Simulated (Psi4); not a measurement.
# wB97M-V/6-31G(d) (spherical functions) run of BSiH4O2F (SMILES OB(F)O[SiH3])

What is the vertical ionisation energy of BSiH4O2F at wB97M-V/6-31G* (spherical functions)? 

The results are computed with Psi4 1.11.

1 further run of the same task is left out (set aside as unsound or not needed).

## Step 1: Starting point

BSiH4O2F has 9 atoms, charge 0, and is taken as a singlet. As SMILES, `OB(F)O[SiH3]`. Geometry: relaxed at PBE0-D4/def2-TZVP. This is one conformer, not always the lowest.

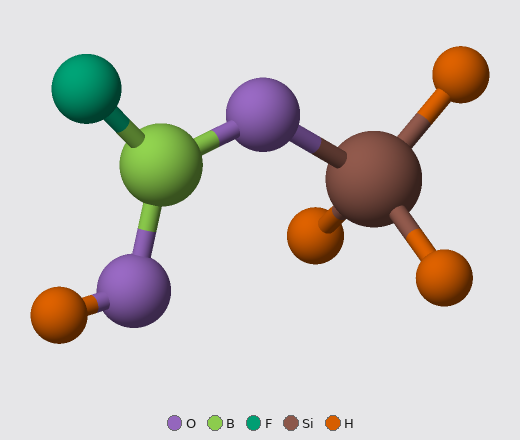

The structure, seen from a chosen angle (oxygen purple, boron green, fluorine teal, silicon brown, hydrogen orange).

## Step 2: A single-point energy at wB97M-V/6-31G(d) (spherical functions)

Contents of job.py:

```python
import psi4

psi4.set_memory('2200 MB')
psi4.set_num_threads(1)
psi4.set_output_file('psi4.out', False)

molecule = psi4.geometry("""
O     -1.614100     0.556700     0.394000
B     -0.395400     1.157100     0.352700
F     -0.277300     2.450800     0.657900
O      0.708900     0.466900     0.006200
Si     0.934200    -1.114900    -0.425000
H     -2.322500     1.149900     0.654100
H      2.381900    -1.273900    -0.690900
H      0.154500    -1.427600    -1.647800
H      0.518200    -2.011000     0.681800
symmetry c1
""")

psi4.set_options({
    'basis': '6-31G*',
    'puream': True,
    'e_convergence': 1e-09,
    'd_convergence': 1e-08,
    'scf_type': 'pk',
    'dft_radial_points': 99,
    'dft_spherical_points': 590,
})

e_tot, wfn = psi4.energy('wb97m-v', molecule=molecule, return_wfn=True)
print('E =', round(e_tot, 9))
for k, v in sorted(psi4.core.scalar_variables().items()):
    print(f'{k:45s} {v:18.10f}')
```

Started as:

```bash
python job.py
```

psi4.out:

```text
[...]
  Running in c1 symmetry.
[...]
  Nuclear repulsion =  222.106225101530924
[...]
  Multiplicity = 1
[...]
  Nalpha       = 24
  Nbeta        = 24
[...]
    Number of basis functions: 82
[...]
   @RKS iter   1:  -566.91420124011495   -7.75967e-01   8.73141e-03 DIIS/ADIIS
[...]
   @RKS iter  12:  -567.10625323164322   -1.81899e-12   2.14559e-09 DIIS
[...]
    Orbital Energies [Eh]
    ---------------------
    Doubly Occupied:
       1A    -66.427004     2A    -24.906897     3A    -19.370273
       4A    -19.357655     5A     -6.991843     6A     -5.465619
       7A     -3.780525     8A     -3.777986     9A     -3.777971
      10A     -1.330947    11A     -1.169591    12A     -1.136773
      13A     -0.713539    14A     -0.674389    15A     -0.635574
      16A     -0.583296    17A     -0.571653    18A     -0.530675
      19A     -0.500465    20A     -0.491884    21A     -0.473066
      22A     -0.455178    23A     -0.421754    24A     -0.414613
[...]
  @RKS Final Energy:  -567.10625323164322
   => Energetics <=
    Nuclear Repulsion Energy =            222.1062251015309243
    One-Electron Energy =               -1225.4810758489929867
    Two-Electron Energy =                 476.1111479205295609
    DFT Exchange-Correlation Energy =     -40.0387251500983510
    Empirical Dispersion Energy =           0.0000000000000000
    VV10 Nonlocal Energy =                  0.1961747453876908
    Total Energy =                       -567.1062532316431088
[...]
 Multipole Moments:
 ------------------------------------------------------------------------------------
     Multipole            Electronic (a.u.)      Nuclear  (a.u.)        Total (a.u.)
 ------------------------------------------------------------------------------------
 L = 1.  Multiply by 2.5417464519 to convert [e a0] to [Debye]
 Dipole X            :         -1.7979103            1.2854045           -0.5125058
 Dipole Y            :          7.4400565           -7.5942871           -0.1542307
 Dipole Z            :          2.1448139           -2.1025089            0.0423051
 Magnitude           :                                                    0.5368790
[...]
```

The script printed:

```text
E = -567.106253232
CURRENT ENERGY                                   -567.1062532316
CURRENT REFERENCE ENERGY                         -567.1062532316
DD SOLVATION ENERGY                                 0.0000000000
DFT FUNCTIONAL TOTAL ENERGY                      -567.1062532316
DFT TOTAL ENERGY                                 -567.1062532316
DFT VV10 ENERGY                                     0.1961747454
DFT XC ENERGY                                     -40.0387251501
GRID ELECTRONS ALPHA                               23.9999993924
GRID ELECTRONS BETA                                23.9999993924
GRID ELECTRONS TOTAL                               47.9999987849
NUCLEAR REPULSION ENERGY                          222.1062251015
ONE-ELECTRON ENERGY                             -1225.4810758490
PCM POLARIZATION ENERGY                             0.0000000000
PE ENERGY                                           0.0000000000
SCF ITERATION ENERGY                             -567.1062532316
SCF ITERATIONS                                     12.0000000000
SCF TOTAL ENERGY                                 -567.1062532316
TWO-ELECTRON ENERGY                               476.1111479205
XC GRID RADIAL POINTS                              99.0000000000
XC GRID SPHERICAL POINTS                          590.0000000000
XC GRID TOTAL POINTS                           499342.0000000000
```

It took 2.9 min on 1 thread of AMD EPYC 7R43 (Zen 3), shared host; peak memory 1.5 GiB.

## Step 3: The doublet cation

Contents of input.inp:

```
memory 2.2 GB

molecule mol {
  1 2
  O
  B 1 1.359197
  F 2 1.334449 1 120.04275
  O 2 1.34756 3 118.87028 1 179.99096
  Si 4 1.654927 2 131.9216 3 179.99385
  H 1 0.95988 2 113.38885 3 -0.01857
  H 5 1.480479 4 106.41385 2 -179.93199
  H 5 1.483561 7 110.07506 4 119.35462
  H 5 1.483596 7 110.07877 8 121.28219
  symmetry c1
}

set reference uks
set puream true
set e_convergence 1e-09
set d_convergence 1e-08
set scf_type pk
set dft_radial_points 99
set dft_spherical_points 590
set maxiter 100

energy_value = energy("wb97m-v/6-31G*")
```

Started as:

```bash
psi4 input.inp input.out -n 1
```

input.out:

```text
[...]
  Running in c1 symmetry.
[...]
  Nuclear repulsion =  222.106215647762497
[...]
  Multiplicity = 2
[...]
  Nalpha       = 24
  Nbeta        = 23
[...]
    Number of basis functions: 82
[...]
   @UKS iter   1:  -566.48122381466101   -3.42991e-01   8.30332e-03 ADIIS/DIIS
[...]
   @UKS iter  18:  -566.68170336587343   -5.11591e-12   8.73349e-09 DIIS
[...]
   @S^2 Observed:                7.604981362E-01
[...]
    Orbital Energies [Eh]
    ---------------------
    Alpha Occupied:
       1A    -66.678582     2A    -25.101282     3A    -19.676830
       4A    -19.602451     5A     -7.223041     6A     -5.720360
       7A     -4.035379     8A     -4.034249     9A     -4.030524
      10A     -1.524361    11A     -1.448513    12A     -1.384622
      13A     -0.980943    14A     -0.907707    15A     -0.843994
      16A     -0.829876    17A     -0.827002    18A     -0.764713
      19A     -0.739932    20A     -0.736202    21A     -0.700820
      22A     -0.684049    23A     -0.680931    24A     -0.664213
    Alpha Virtual:
      25A     -0.134125    26A     -0.075451    27A     -0.064821
[...]
  @UKS Final Energy:  -566.68170336587343
   => Energetics <=
    Nuclear Repulsion Energy =            222.1062156477624967
    One-Electron Energy =               -1213.9632961197394252
    Two-Electron Energy =                 464.8146368665870227
    DFT Exchange-Correlation Energy =     -39.8325093469917633
    Empirical Dispersion Energy =           0.0000000000000000
    VV10 Nonlocal Energy =                  0.1932495865083127
    Total Energy =                       -566.6817033658734317
[...]
 Multipole Moments:
 ------------------------------------------------------------------------------------
     Multipole            Electronic (a.u.)      Nuclear  (a.u.)        Total (a.u.)
 ------------------------------------------------------------------------------------
 L = 1.  Multiply by 2.5417464519 to convert [e a0] to [Debye]
 Dipole X            :         -0.0010022            0.0000856           -0.0009166
 Dipole Y            :         -6.0407312            7.6924660            1.6517348
 Dipole Z            :          1.2756706           -2.1382136           -0.8625430
 Magnitude           :                                                    1.8633865
[...]
```

It took 5.6 min on 1 thread of AMD EPYC 7R43 (Zen 3), shared host; peak memory 1.6 GiB.

## Step 4: Outcome

At wB97M-V/6-31G* (spherical functions):

```
                                          quantity          value
                    singlet BSiH4O2F: total energy  -567.10625 Eh
                   singlet BSiH4O2F: dipole moment         1.36 D
                     singlet BSiH4O2F: HOMO energy      -11.28 eV
                     singlet BSiH4O2F: LUMO energy        2.32 eV
                   singlet BSiH4O2F: HOMO–LUMO gap       13.60 eV
                      doublet cation: total energy  -566.68170 Eh
doublet cation: HOMO energy (highest over α and β)      -17.65 eV
 doublet cation: LUMO energy (lowest over α and β)      -11.80 eV
                              doublet cation: ⟨S²⟩          0.760
vertical ionisation energy (to the doublet cation)      11.553 eV
```

In words: The vertical ionisation energy comes to 11.55 eV (266 kcal/mol). −ε(HOMO) before ionisation, 11.28 eV, is 0.27 eV below this ionisation energy.
